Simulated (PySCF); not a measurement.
SMILES c1ccoc1C=Cc1ccccc1 at its GFN2-xTB optimised geometry (Å):

```
23

C      0.3361     0.1687     0.0000
C     -1.0001     0.0301     0.0000
C     -1.9174     1.1312     0.0000
C     -3.2942     1.1312     0.0000
C     -3.6936     2.4837     0.0000
C     -2.5421     3.2119     0.0000
O     -1.4676     2.4097     0.0000
C      1.3177    -0.8962     0.0000
C      0.9773    -2.2520     0.0000
C      1.9551    -3.2265     0.0000
C      3.2960    -2.8761     0.0000
C      3.6518    -1.5372     0.0000
C      2.6756    -0.5608     0.0000
H      0.7402     1.1732     0.0000
H     -1.4720    -0.9412     0.0000
H     -3.9305     0.2697     0.0000
H     -4.6949     2.8631     0.0000
H     -2.3644     4.2693     0.0000
H     -0.0608    -2.5466     0.0000
H      1.6717    -4.2693     0.0000
H      4.0576    -3.6417     0.0000
H      4.6949    -1.2556     0.0000
H      2.9602     0.4820     0.0000
```

Calculation: PBE0/def2-SVP (PySCF). Cells within 0.4 Å of a nucleus heavier than hydrogen are left out (blank, or x).

Map of the Laplacian of the electron density (e/bohr⁵), clipped to [-1.50, 1.50] on the plane z = 0.0 Å:

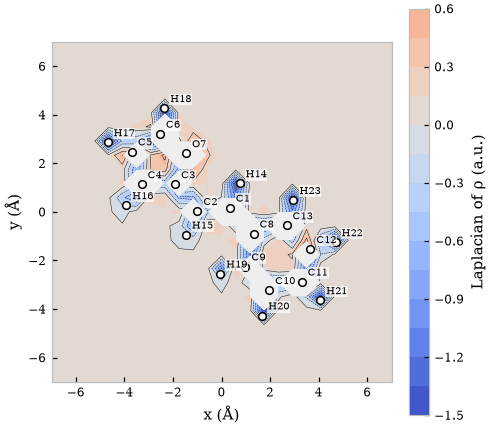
Figure. Laplacian of the electron density (e/bohr⁵), clipped to [-1.50, 1.50] on the plane z = 0.0 Å.
